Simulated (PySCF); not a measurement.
**C₄H₅FSi (SMILES FC1=C[SiH2]C=C1): density, localisation and related maps**

```xyz
11

F     2.6174    0.0108    0.3215
C     1.2792   -0.0452    0.1570
C     0.5878   -1.1847    0.0929
Si   -1.2257   -0.7374   -0.1406
C    -0.7592    1.0953   -0.1174
C     0.5619    1.2157    0.0448
H     1.0596   -2.1475    0.1694
H    -2.0634   -1.1258    0.9932
H    -1.7616   -1.1738   -1.4293
H    -1.4040    1.9523   -0.2131
H     1.1134    2.1429    0.0957
```

Geometry: GFN2-xTB.

Level of theory: PBE0/pcSseg-1, SCF density, gas phase, non-relativistic (PySCF).

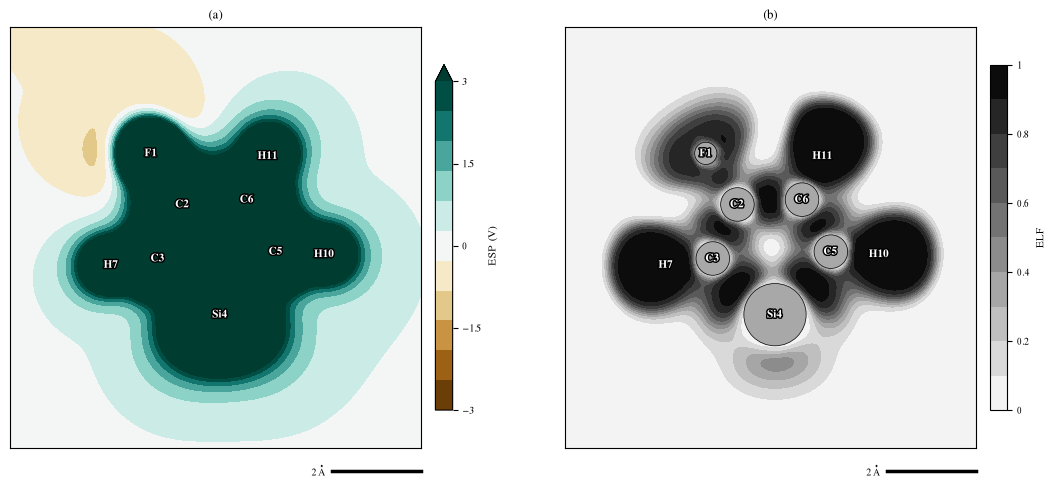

Figure 1. (a) electrostatic potential; (b) electron localisation function on the plane of atoms Si4, C5 and H10. Grey discs cover the atomic cores in the ELF map.

**What does the map show?**

The plane passes through F, C, Si and H nuclei. C–C (1.33 Å): the ELF peaks at about 0.90 between the atoms; a multiple bond. C–F (1.35 Å): the ELF peaks at about 0.85 between the atoms: a polar covalent bond. C–Si (1.88 Å): the ELF peaks at about 0.95 between the atoms (a shared electron pair). C–H (1.07 Å): the ELF climbs to about 1 towards the hydrogen, as it does in any bond to H (a covalent bond by its length). C–C (1.45 Å): the ELF peaks at about 0.95 between the atoms (a covalent bond). The ELF also peaks beside F1, away from the bonds: lone-pair regions. Outside the dense part of the molecule the potential is most negative (−0.9 V) near F1.

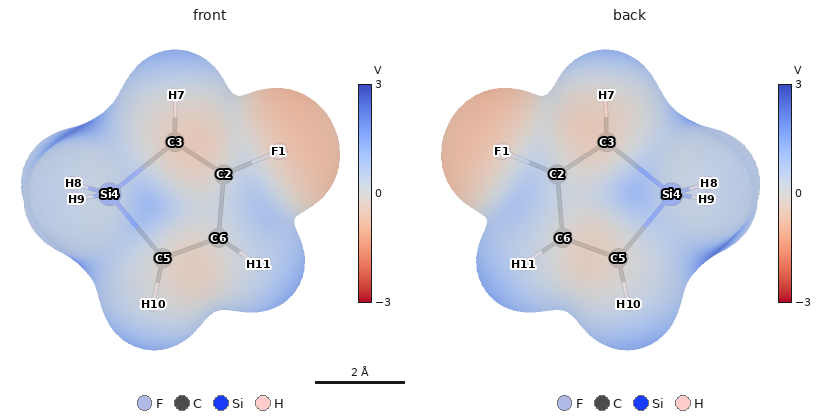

Figure 2. The molecular electrostatic potential painted on the density surface at 0.004 e/bohr³, seen from the front and from behind; the colour scale runs from red (negative) to blue (positive).

**Where is the surface potential most negative and most positive?**

The most negative region (about −0.9 V) lies over F1, the most positive (about +2.2 V) over Si4.

**How polar is the molecule by this calculation?**

Its dipole moment is 1.62 D.
